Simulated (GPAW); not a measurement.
# ZrSe3 (P2_1/m): G0W0 with GPAW, start to end, part 2 of 2

Wanted: ground state, empty states, screening and self-energy for ZrSe3 (P2_1/m).

GPAW 26.7.0; LDA and many-body steps on it, plane waves. Known limits of the many-body steps: not at the basis limit; no spin-orbit coupling; coarse k mesh.

So far. Step 3 (Bands along the symmetry lines): The gap is 0.286 eV, −0.005 eV from the run before at this level. Step 4 (Empty states on the mesh, 4×4×2 mesh, 262 bands): On this mesh the gap is 0.308 eV.

## 5. Screening and self-energy, 4×4×2 mesh, 252 bands, screening to 70 eV

G0W0 replaces the xc potential by the self-energy, built once from these orbitals. Only a window of levels is corrected, while the sums run over the empty bands that the input names.

This step: G0W0 on LDA, plane waves, PAW.

run.py

```python
import json
import numpy as np
from gpaw.mpi import world
from gpaw.response.g0w0 import G0W0

gw = G0W0('full.gpw',
    filename='gw',
    kpts=[0, 1, 14],
    bands=(28, 32),
    ecut=70,
    nbands=252,
    integrate_gamma='WS',
    ppa=True)
gw.calculate()
res = {mode: {k: v for k, v in r.items() if k != 'sigma_eskwn'}
       for mode, r in gw.all_results.items()}

if world.rank == 0:
    with open('result.json', 'w') as f:
        json.dump(res, f, default=lambda x: x.tolist())
```

Run with:

```console
mpirun -n 8 gpaw python run.py
```

Numbers of over 12 decimals in the logs are rounded to 6 here.

Log:

```text
Using integrator: PointIntegrator
FrequencyGridDescriptor(from 0.000+0.000j to 0.000+27.211j eV, 2 points)
Nonperiodic BCs:  [False False False]
Using integrator: PointIntegrator
FrequencyGridDescriptor(from 0.000+0.000j to 0.000+27.211j eV, 2 points)
Nonperiodic BCs:  [False False False]
  ___  _ _ _
 |   || | | |
 | | || | | |
 |__ ||_____|
 |___|

BZ k-points: Symmetries present (total): 2

  [... matrices ...]
32 k-points: 4 x 4 x 2 Monkhorst-Pack grid + [1/8,1/8,1/4]
20 k-points in the irreducible part of the Brillouin zone
       k-points in crystal coordinates                weights
   0:     0.00000000    0.00000000    0.00000000          1/32
   1:     0.00000000    0.00000000    0.50000000          1/32
   2:     0.00000000    0.25000000    0.00000000          2/32
   3:     0.00000000    0.25000000    0.50000000          2/32
   4:     0.00000000    0.50000000    0.00000000          1/32
   5:     0.00000000    0.50000000    0.50000000          1/32
   6:     0.25000000   -0.25000000    0.00000000          2/32
   7:     0.25000000   -0.25000000    0.50000000          2/32
   8:     0.25000000    0.00000000    0.00000000          2/32
   9:     0.25000000    0.00000000    0.50000000          2/32
          ...
  19:     0.50000000    0.50000000    0.50000000          1/32

Distributing spins, k-points and bands (1 x 3 x 4) over 8 processes
Number of blocks: 1

Quasi particle states:
k-points (IBZ indices): [0, 1, 14]
Band range: (28, 32)
  [... matrices ...]
Computational parameters:
Plane wave cut-off: 70 eV
Number of bands: 252
Coulomb cutoff: None
Broadening: 0.1 eV

fxc modes: GW
Kernel: RPA
Using Godby-Needs plasmon-pole approximation:
  Fitting energy: i*E0, E0 = 1.000 Hartree
Summing all q:

Calculating screened Coulomb potential
No Coulomb truncation
FrequencyGridDescriptor(from 0.000+0.000j to 0.000+27.211j eV, 2 points)
Removing empty qpoint cache files...

Calculating chi0 body with:
    Ground state adapter containing:
    Number of spins: 1
    Number of kpoints: 32
    Number of irreducible kpoints: 20
    Number of completely occupied states: 30
    Number of partially occupied states: 30
    Occupied states memory: 11.865234375 M / cpu

    Linear response parametrization:
    q_c: [0.0, 0.0, 0.0]
    Number of frequency points: 2
    Planewave cutoff: 70.0
    Number of bands: 252
    Number of planewaves: 261
    Broadening (eta): 1e-06
    comm.size: 8
    kncomm.size: 8
    blockcomm.size: 1

    Memory estimate of potentially large arrays:
        chi0_wGG: 2.078888 M / cpu
Integrating chi0 body.

Symmetries of q_c:
    Direct symmetries (Uq -> q): 2
    Indirect symmetries (TUq -> q): 0
In total 2 allowed symmetries.

  [... matrices ...]
20 groups of equivalent kpoints. 37.5% reduction.

Integral kind: response function
Integrating chi0 head and wings.

Symmetries of q_c:
    Direct symmetries (Uq -> q): 2
    Indirect symmetries (TUq -> q): 0
In total 2 allowed symmetries.

  [... matrices ...]
20 groups of equivalent kpoints. 37.5% reduction.

Integral kind: response function wings

Calculating chi0 body with:
    Ground state adapter containing:
    Number of spins: 1
    Number of kpoints: 32
    Number of irreducible kpoints: 20
    Number of completely occupied states: 30
    Number of partially occupied states: 30
    Occupied states memory: 11.865234375 M / cpu

    Linear response parametrization:
[... the further q-points ...]

Results:
f:      Occupation numbers
eps:     KS-eigenvalues [eV]
vxc:     KS vxc [eV]
exx:     Exact exchange [eV]
sigma:   Self-energies [eV]
dsigma:  Self-energy derivatives
Z:       Renormalization factors
qp:      QP-energies [eV]

k-point 0 (0): (0.000, 0.000, 0.000)                GW
band       f     eps     vxc     exx   sigma  dsigma       Z      qp
                                                                   GW
  28   1.000   5.994 -16.161 -17.293   1.401  -0.264   0.791   6.206
  29   1.000   6.112 -16.287 -18.014   1.884  -0.265   0.790   6.236
  30   0.000   6.759 -14.714  -9.880  -3.780  -0.263   0.792   7.594
  31   0.000   7.127 -15.443  -9.911  -4.246  -0.270   0.787   8.140

k-point 1 (1): (0.000, 0.000, 0.500)                GW
band       f     eps     vxc     exx   sigma  dsigma       Z      qp
                                                                   GW
  28   1.000   5.965 -16.099 -17.263   1.420  -0.264   0.791   6.168
  29   1.000   6.016 -16.157 -17.871   1.872  -0.266   0.790   6.141
  30   0.000   6.600 -14.560  -9.474  -3.981  -0.262   0.792   7.477
  31   0.000   7.294 -15.564 -10.103  -4.195  -0.271   0.787   8.291

k-point 2 (14): (0.500, 0.000, 0.000)                GW
band       f     eps     vxc     exx   sigma  dsigma       Z      qp
                                                                   GW
  28   1.000   5.746 -15.976 -17.785   1.893  -0.267   0.789   5.813
  29   1.000   5.818 -16.058 -17.779   1.828  -0.266   0.790   5.903
  30   0.000   6.419 -15.009 -11.759  -2.352  -0.262   0.792   7.131
  31   0.000   6.759 -15.332 -11.698  -2.618  -0.263   0.792   7.563
```

Run time: 5.8 min. Hardware: 8 MPI ranks of Arm Neoverse V1, shared host; peak memory 3.8 GiB; 40 min of CPU time.

Numbers from this step:

* G0W0 gap on the points computed: 0.8951 eV
* least direct G0W0 gap on the computed points: 1.228 eV
* Z at the valence top: 0.7902
* Z at the conduction bottom: 0.7922
* starting gap on the mesh: 0.3077 eV
* k of the valence top: 0, 0, 0
* k of the conduction bottom: 0.5, 0, 0

The gap on the mesh goes from 0.31 eV to 0.90 eV, a correction of +0.59 eV.

Limits: finite bands, cutoff and mesh; no spin-orbit coupling; coarse k mesh. v1 is the top filled band, c1 the lowest empty one. Levels before and after the correction, in eV, zero at the valence-band top of each column:

```tsv
	conduction bottom	valence top
Kohn-Sham	0.31	0.00
G0W0	0.90	0.00
```

```tsv
	level	energy (eV)
Kohn-Sham	Γ v2	-0.118
Kohn-Sham	Γ v1	0.000
Kohn-Sham	Γ c1	0.647
Kohn-Sham	Γ c2	1.016
Kohn-Sham	(0.5 0 0) v2	-0.365
Kohn-Sham	(0.5 0 0) v1	-0.293
Kohn-Sham	(0.5 0 0) c1	0.308
Kohn-Sham	(0.5 0 0) c2	0.647
G0W0	Γ v2	-0.030
G0W0	Γ v1	0.000
G0W0	Γ c1	1.358
G0W0	Γ c2	1.904
G0W0	(0.5 0 0) v2	-0.423
G0W0	(0.5 0 0) v1	-0.333
G0W0	(0.5 0 0) c1	0.895
G0W0	(0.5 0 0) c2	1.327
```

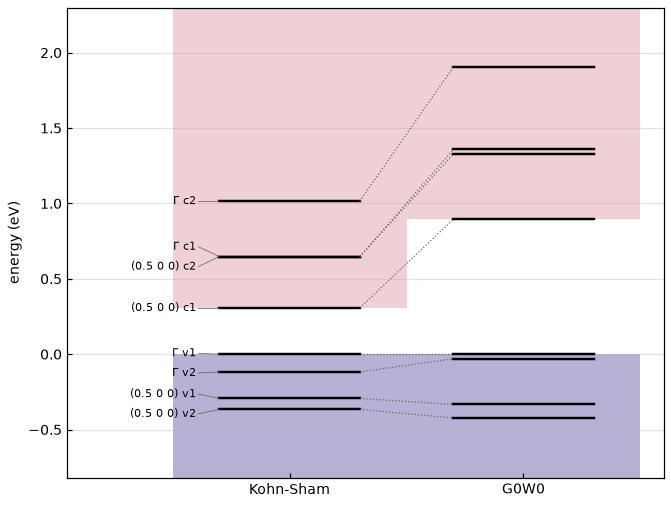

Levels before and after the correction. Shaded: valence and conduction bands.

## 6. Where the time went

Times are wall times on 8 MPI ranks of Arm Neoverse V1, shared host, good to a factor of about two.

```tsv
step	time	share	memory (GiB)
ground state	94 s	12 %	1.7
bands along the symmetry lines	2.2 min	17 %	2.0
empty states on the mesh	3.1 min	24 %	2.1
screening and self-energy	5.8 min	46 %	3.8
```

## 7. Results

| Quantity | Value |
| --- | --- |
| LDA gap | 0.29 eV, indirect |
| G0W0 gap on the mesh | 0.90 eV |
| G0W0 gap over the zone (rigid shift) | 0.87 eV |
| GW settings | 4×4×2 mesh, 252 bands, screening to 70 eV, Godby-Needs plasmon pole |
| known limits | not at the basis limit; no spin-orbit coupling; coarse k mesh |

In words: G0W0 moves the gap on the mesh from 0.31 eV to 0.90 eV (+0.59 eV), with Z of 0.79 and 0.79 at the edges. The mesh misses the band edges by 0.02 eV in all; a rigid shift gives 0.87 eV for the zone. Only 3 of the mesh's irreducible points were corrected, so a valley elsewhere could overtake. The dearest step here is «screening and self-energy». Bands and cutoff are finite, so the gap is not at the basis limit. The miss can reach some tenths of an eV and take either sign; the mesh is an error of its own. These stock PAW sets were not made for GW; the filled d or f shell of Se lies in the frozen core, which bears on start and correction. In the G0W0 run levels were corrected at 3 k points alone, so a gap called «on the mesh» is the least over those, and an edge elsewhere would be missed. The 4×4×2 mesh is coarse for this cell, which bears on the long-range parts of exchange and screening. The many-body steps are scalar-relativistic: spin-orbit coupling is not in them.

[Paths, hosts, dates, memory and timing lines, banners, echoed tables and standing remarks are left out of the program output.]

[Logs are printed without paths, hosts, clocks, repeated set-up lines and the standing remarks that a program may print on its own settings, such as how far it seeks lower states.]

[Runs of the session that timed out or met a known fault of the program may be left out.]

[Hosts, paths, dates, database ids (printed as entryN), source tags and the programs' standing remarks are cut or masked in the printed files.]
